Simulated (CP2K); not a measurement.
**SO2F2 (sulfuryl fluoride): levels of theory compared**

Wanted: a comparison of 3 runs (BLYP-D3(BJ)/DZVP-MOLOPT-SR-GTH, PBE/DZVP-MOLOPT-SR-GTH, wB97X/6-311+G**) of SO2F2 (sulfuryl fluoride). 

Program for the calculation: CP2K 2026.2.

### Step 1. The system as given

SO2F2: 5 atoms, total charge 0, spin state singlet. As SMILES, `O=S(=O)(F)F`. The shape is that of a PBE0-D4/def2-TZVP optimisation.

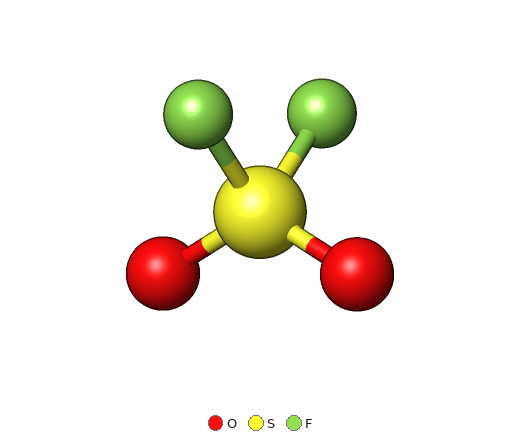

Viewed from a chosen angle; oxygen red, sulfur yellow, fluorine green.

### Step 2. A single-point energy at BLYP-D3(BJ)/DZVP-MOLOPT-SR-GTH (core potential) (run 1)

Input file qs.inp:

```
&GLOBAL
 PROJECT qs
 RUN_TYPE ENERGY
 PRINT_LEVEL MEDIUM
&END GLOBAL
&FORCE_EVAL
 METHOD QS
 &DFT
  BASIS_SET_FILE_NAME BASIS_MOLOPT
  POTENTIAL_FILE_NAME GTH_POTENTIALS
  CHARGE 0
  MULTIPLICITY 1
  &QS
   METHOD GPW
   EPS_DEFAULT 1.0E-10
  &END QS
  &MGRID
   CUTOFF 400
   REL_CUTOFF 50
   NGRIDS 4
  &END MGRID
  &POISSON
   PERIODIC NONE
   POISSON_SOLVER WAVELET
  &END POISSON
  &SCF
   SCF_GUESS ATOMIC
   EPS_SCF 1.0E-06
   MAX_SCF 30
   &OT ON
    MINIMIZER DIIS
    PRECONDITIONER FULL_SINGLE_INVERSE
   &END OT
   &OUTER_SCF
    EPS_SCF 1.0E-06
    MAX_SCF 5
   &END OUTER_SCF
  &END SCF
  &XC
   &XC_FUNCTIONAL BLYP
   &END XC_FUNCTIONAL
   &VDW_POTENTIAL
    POTENTIAL_TYPE PAIR_POTENTIAL
    &PAIR_POTENTIAL
     TYPE DFTD3(BJ)
     PARAMETER_FILE_NAME dftd3.dat
     REFERENCE_FUNCTIONAL BLYP
     R_CUTOFF 15
    &END PAIR_POTENTIAL
   &END VDW_POTENTIAL
  &END XC
  &PRINT
   &MOMENTS
    PERIODIC F
    REFERENCE COM
    MAX_MOMENT 1
   &END MOMENTS
   &MO_CUBES
    NLUMO 3
    NHOMO -1
    WRITE_CUBE F
   &END MO_CUBES
   &HIRSHFELD OFF
   &END HIRSHFELD
  &END PRINT
 &END DFT
 &SUBSYS
  &CELL
   ABC [angstrom] 12.3 12.3 12.3
   PERIODIC NONE
  &END CELL
  &COORD
   UNIT bohr
   O     -0.7335917    -0.2855376     2.6866236
   S      0.1339816    -0.1831145     0.1812247
   O      2.1346346    -1.6293219    -0.7912283
   F     -2.1559885    -0.5056907    -1.5824567
   F      0.6209640     2.6036647    -0.4939744
  &END COORD
  &TOPOLOGY
   &CENTER_COORDINATES
   &END CENTER_COORDINATES
  &END TOPOLOGY
  &KIND O
   BASIS_SET DZVP-MOLOPT-SR-GTH-q6
   POTENTIAL GTH-BLYP-q6
  &END KIND
  &KIND S
   BASIS_SET DZVP-MOLOPT-SR-GTH-q6
   POTENTIAL GTH-BLYP-q6
  &END KIND
  &KIND F
   BASIS_SET DZVP-MOLOPT-SR-GTH-q7
   POTENTIAL GTH-BLYP-q7
  &END KIND
 &END SUBSYS
&END FORCE_EVAL
```

Launch:

```console
OMP_NUM_THREADS=1 cp2k.psmp -i qs.inp -o qs.out
```

Standard output:

```text
CP2K| version string:                                       CP2K version 2026.2
[...]
 GLOBAL| Method name                                                        CP2K
[...]
 GLOBAL| Run type                                                         ENERGY
[...]
 DFT| Spin restricted Kohn-Sham (RKS) calculation                            RKS
 DFT| Multiplicity                                                             1
[...]
 DFT| Charge                                                                   0
[...]
 FUNCTIONAL| BECKE88:
 FUNCTIONAL| LYP:
[...]
 QS| Method:                                                                 GPW
[...]
 QS| Density cutoff [a.u.]:                                                200.0
[...]
 QS| Relative density cutoff [a.u.]:                                        25.0
[...]
                             - Atoms:                                          5
[...]
                             - Spherical basis functions:                     65
[...]
 Number of electrons:                                                         32
[...]
     1 OT DIIS     0.80E-01    2.9     0.18440047       -88.5338465193 -8.85E+01
[...]
    26 OT DIIS     0.80E-01    2.3     0.00000070       -90.6505233331 -8.09E-11
  *** SCF run converged in    26 steps ***
[...]
  Overlap energy of the core charge distribution:               0.00000127048484
  Self energy of the core charge distribution:               -236.89905990162538
  Core Hamiltonian energy:                                     66.07801930292224
  Hartree energy:                                              98.87505072355825
  Exchange-correlation energy:                                -18.69764284696670
  Dispersion energy:                                           -0.00689188147808
  Total energy:                                               -90.65052333310486
[...]
                     Mulliken Population Analysis
 #  Atom  Element  Kind  Atomic population                           Net charge
       1     O        1          6.242594                             -0.242594
       2     S        2          5.200749                              0.799251
       3     O        1          6.242605                             -0.242605
       4     F        3          7.156984                             -0.156984
       5     F        3          7.157069                             -0.157069
 # Total charge                             32.000000                 -0.000000
[...]
 HOMO - LUMO gap [eV] :    7.728198
 ENERGY| Total FORCE_EVAL ( QS ) energy [hartree]            -90.650523333104857
[...]
```

It took 63 s on 1 thread of Arm Neoverse V1, shared host; peak memory 1.2 GiB.

### Step 3. The energy at PBE/DZVP-MOLOPT-SR-GTH (core potential) (run 2)

Input file calc.inp:

```
&GLOBAL
  PROJECT calc
  RUN_TYPE ENERGY
  PRINT_LEVEL MEDIUM
&END GLOBAL

&FORCE_EVAL
  METHOD QUICKSTEP
  &DFT
    BASIS_SET_FILE_NAME BASIS_MOLOPT
    POTENTIAL_FILE_NAME GTH_POTENTIALS
    CHARGE 0
    MULTIPLICITY 1
    &QS
      METHOD GPW
      EPS_DEFAULT 1.0E-10
    &END QS
    &MGRID
      CUTOFF 400
      REL_CUTOFF 50
      NGRIDS 4
    &END MGRID
    &POISSON
      PERIODIC NONE
      POISSON_SOLVER WAVELET
    &END POISSON
    &SCF
      SCF_GUESS ATOMIC
      EPS_SCF 1.0E-06
      MAX_SCF 50
      &OT ON
        MINIMIZER DIIS
        PRECONDITIONER FULL_ALL
      &END OT
      &OUTER_SCF
        EPS_SCF 1.0E-06
        MAX_SCF 5
      &END OUTER_SCF
    &END SCF
    &XC
      &XC_FUNCTIONAL PBE
      &END XC_FUNCTIONAL
    &END XC
    &PRINT
      &MOMENTS
        PERIODIC F
        REFERENCE COM
        MAX_MOMENT 1
      &END MOMENTS
      &MO_CUBES
        NLUMO 3
        NHOMO -1
        WRITE_CUBE F
      &END MO_CUBES
      &HIRSHFELD OFF
      &END HIRSHFELD
    &END PRINT
  &END DFT
  &SUBSYS
    &CELL
      ABC [angstrom] 12.3 12.3 12.3
      PERIODIC NONE
    &END CELL
    &COORD
      O     -0.388200    -0.151100     1.421700
      S      0.070900    -0.096900     0.095900
      O      1.129600    -0.862200    -0.418700
      F     -1.140900    -0.267600    -0.837400
      F      0.328600     1.377800    -0.261400
    &END COORD
    &TOPOLOGY
      &CENTER_COORDINATES
      &END CENTER_COORDINATES
    &END TOPOLOGY
    &KIND O
      BASIS_SET DZVP-MOLOPT-SR-GTH-q6
      POTENTIAL GTH-PBE-q6
    &END KIND
    &KIND S
      BASIS_SET DZVP-MOLOPT-SR-GTH-q6
      POTENTIAL GTH-PBE-q6
    &END KIND
    &KIND F
      BASIS_SET DZVP-MOLOPT-SR-GTH-q7
      POTENTIAL GTH-PBE-q7
    &END KIND
  &END SUBSYS
&END FORCE_EVAL
```

Launch:

```console
OMP_NUM_THREADS=1 cp2k.psmp calc.inp > calc.out
```

Standard output:

```text
CP2K| version string:                                       CP2K version 2026.2
[...]
 GLOBAL| Method name                                                        CP2K
[...]
 GLOBAL| Run type                                                         ENERGY
[...]
 DFT| Spin restricted Kohn-Sham (RKS) calculation                            RKS
 DFT| Multiplicity                                                             1
[...]
 DFT| Charge                                                                   0
[...]
 FUNCTIONAL| PBE:
 QS| Method:                                                                 GPW
[...]
 QS| Density cutoff [a.u.]:                                                200.0
[...]
 QS| Relative density cutoff [a.u.]:                                        25.0
[...]
                             - Atoms:                                          5
[...]
                             - Spherical basis functions:                     65
[...]
 Number of electrons:                                                         32
[...]
     1 OT DIIS     0.15E+00    3.1     0.20187960       -88.5834587400 -8.86E+01
[...]
    36 OT DIIS     0.15E+00    2.6     0.00000098       -90.7214204897 -2.15E-11
  *** SCF run converged in    36 steps ***
[...]
  Overlap energy of the core charge distribution:               0.00000131728501
  Self energy of the core charge distribution:               -235.85683318334156
  Core Hamiltonian energy:                                     65.90335810841788
  Hartree energy:                                              98.00306553851142
  Exchange-correlation energy:                                -18.77101227062073
  Total energy:                                               -90.72142048974798
[...]
                     Mulliken Population Analysis
 #  Atom  Element  Kind  Atomic population                           Net charge
       1     O        1          6.242773                             -0.242773
       2     S        2          5.207651                              0.792349
       3     O        1          6.242780                             -0.242780
       4     F        3          7.153307                             -0.153307
       5     F        3          7.153489                             -0.153489
 # Total charge                             32.000000                  0.000000
[...]
  Dipole moment [Debye]
    X= -0.5042001E+00 Y=  0.6884812E+00 Z= -0.6826098E+00  Total=      1.0927856
[...]
 HOMO - LUMO gap [eV] :    7.783926
 ENERGY| Total FORCE_EVAL ( QS ) energy [hartree]            -90.721420489747985
[...]
```

Run time: 95 s. Hardware: 1 thread of Arm Neoverse V1, shared host; peak memory 1.2 GiB.

### Step 4. The energy at wB97X/6-311+G(d,p) (run 3)

Input file job.inp:

```
&FORCE_EVAL
 METHOD QUICKSTEP
 &DFT
  BASIS_SET_FILE_NAME ./6_311pgss.basis
  POTENTIAL_FILE_NAME POTENTIAL
  CHARGE 0
  MULTIPLICITY 1
  # Quickstep
  &QS
   METHOD GAPW
   EPS_DEFAULT 1.0E-10
  &END
  # plane-wave cutoff in Ry
  &MGRID
   CUTOFF 280
   REL_CUTOFF 50
   NGRIDS 4
  &END
  &POISSON
   PERIODIC NONE
   POISSON_SOLVER WAVELET
  &END
  &SCF
   SCF_GUESS ATOMIC
   EPS_SCF 1.0E-07
   MAX_SCF 80
   ADDED_MOS 3
   &DIAGONALIZATION
    ALGORITHM STANDARD
   &END
   &MIXING
    METHOD DIRECT_P_MIXING
    ALPHA 0.4
   &END
  &END
  # exchange and correlation
  &XC
   &XC_FUNCTIONAL
    &HYB_GGA_XC_WB97X
    &END
   &END
   # exact exchange
   &HF
    FRACTION 1.0
    &SCREENING
     EPS_SCHWARZ 1.0E-10
     SCREEN_ON_INITIAL_P F
    &END
    &INTERACTION_POTENTIAL
     POTENTIAL_TYPE MIX_CL
     SCALE_COULOMB 0.157706
     SCALE_LONGRANGE 0.842294
     OMEGA 0.3
    &END
    &MEMORY
     MAX_MEMORY 1050
    &END
   &END
  &END
  &PRINT
   &MOMENTS
    PERIODIC F
    REFERENCE COM
    MAX_MOMENT 1
   &END
   &MO ON
    ENERGIES T
    OCCUPATION_NUMBERS T
    NDIGITS 6
    &EACH
     QS_SCF 0
    &END
    ADD_LAST NUMERIC
   &END
   &LOWDIN ON
   &END
   &HIRSHFELD OFF
   &END
   &MO_MOLDEN ON
    NDIGITS 8
   &END
  &END
 &END
 # atoms, cell and kinds
 &SUBSYS
  # vacuum box
  &CELL
   ABC [angstrom] 13.9 13.9 13.9
   PERIODIC NONE
  &END
  &COORD
   SCALED T
   O    0.47247842   0.47058273   0.58126259
   S    0.50550719   0.47448201   0.48588129
   O    0.58167266   0.41942446   0.44885971
   F    0.41832734   0.46220144   0.41873741
   F    0.52404676   0.58057554   0.46017626
  &END
  &KIND O
   BASIS_SET 6-311pGss
   POTENTIAL ALL
   LEBEDEV_GRID 194
   RADIAL_GRID 100
  &END
  &KIND S
   BASIS_SET 6-311pGss
   POTENTIAL ALL
   LEBEDEV_GRID 194
   RADIAL_GRID 100
  &END
  &KIND F
   BASIS_SET 6-311pGss
   POTENTIAL ALL
   LEBEDEV_GRID 194
   RADIAL_GRID 100
  &END
 &END
&END

&GLOBAL
 PROJECT_NAME job
 RUN_TYPE ENERGY
 PRINT_LEVEL MEDIUM
&END
```

Launch:

```console
OMP_NUM_THREADS=1 cp2k.psmp -i job.inp > job.out 2>&1
```

Standard output:

```text
CP2K| version string:                                       CP2K version 2026.2
[...]
 GLOBAL| Method name                                                        CP2K
[...]
 GLOBAL| Run type                                                         ENERGY
[...]
 DFT| Spin restricted Kohn-Sham (RKS) calculation                            RKS
 DFT| Multiplicity                                                             1
[...]
 DFT| Charge                                                                   0
[...]
 FUNCTIONAL| HYB_GGA_XC_WB97X:
[...]
 QS| Method:                                                                GAPW
[...]
 QS| Density cutoff [a.u.]:                                                140.0
[...]
 QS| Relative density cutoff [a.u.]:                                        25.0
[...]
                             - Atoms:                                          5
[...]
                             - Spherical basis functions:                    118
[...]
 Number of electrons:                                                         50
[...]
     1 P_Mix/Diag. 0.40E+00   22.9     0.47148750      -749.9178361835 -7.50E+02
[...]
    16 DIIS/Diag.  0.14E-06    3.2     0.00000007      -748.2751717574 -3.41E-13
  *** SCF run converged in    16 steps ***
[...]
  Overlap energy of the core charge distribution:               0.00000516405046
  Self energy of the core charge distribution:               -526.89051195417346
  Core Hamiltonian energy:                                   -249.84861666782939
  Hartree energy:                                              80.44898961854861
  Exchange-correlation energy:                                -12.23876932441592
  Hartree-Fock Exchange energy:                               -16.52877967994762
[...]
                     Mulliken Population Analysis
 #  Atom  Element  Kind  Atomic population                           Net charge
       1     O        1          8.200989                             -0.200989
       2     S        2         15.404942                              0.595058
       3     O        1          8.200691                             -0.200691
       4     F        3          9.096535                             -0.096535
       5     F        3          9.096841                             -0.096841
 # Total charge                             50.000000                  0.000000
[...]
  Dipole moment [Debye]
    X= -0.4475062E+00 Y=  0.6079921E+00 Z= -0.6034944E+00  Total=      0.9664997
 ENERGY| Total FORCE_EVAL ( QS ) energy [hartree]           -748.275171757410249
[...]
```

Run time: 73 s. Hardware: 1 thread of Arm Neoverse V1, shared host; peak memory 1.2 GiB.

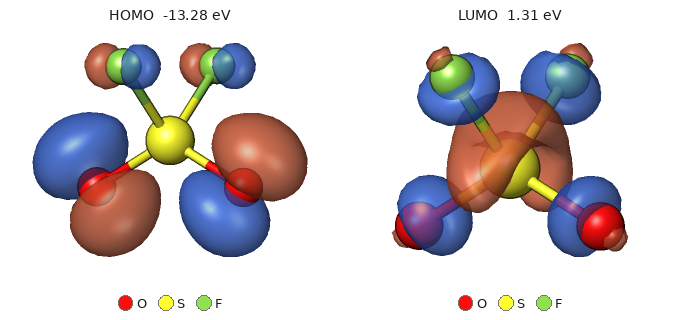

Frontier orbitals of this run, surfaces at ±0.2 Å^-3/2.

### Step 5. All runs side by side

| run | level | core potential | iteration cap | energy (Eh) | dipole moment (D) | HOMO energy (eV) | LUMO energy (eV) | wall time |
| --- | --- | --- | --- | --- | --- | --- | --- | --- |
| 1 | BLYP-D3(BJ)/DZVP-MOLOPT-SR-GTH (core potential) | GTH-BLYP | 30 | -90.650523 | 1.06 | -8.66 | -0.93 | 63 s |
| 2 | PBE/DZVP-MOLOPT-SR-GTH (core potential) | GTH-PBE | 50 | -90.721420 | 1.09 | -8.78 | -1.00 | 95 s |
| 3 | wB97X/6-311+G** | none | 80 | -748.275172 | 0.97 | -13.28 | 1.31 | 73 s |

### Step 6. Summary of results

```
            quantity          value
 run 3: total energy  -748.27517 Eh
run 3: dipole moment         0.97 D
  run 3: HOMO energy      -13.28 eV
  run 3: LUMO energy        1.31 eV
run 3: HOMO–LUMO gap       14.59 eV
```

What this shows: The dipole moment (its size) runs from 0.97 D (wB97X/6-311+G**) to 1.09 D (PBE/DZVP-MOLOPT-SR-GTH). The two ends differ in method and basis and core potential. The HOMO–LUMO gap runs from 7.73 eV (BLYP-D3(BJ)/DZVP-MOLOPT-SR-GTH) to 14.59 eV (wB97X/6-311+G**). Totals of different functionals can't be ranked against each other. Some runs of one species differ in core potentials or relativity; totals across that change don't compare. All runs together took 3.8 min, the longest 95 s.
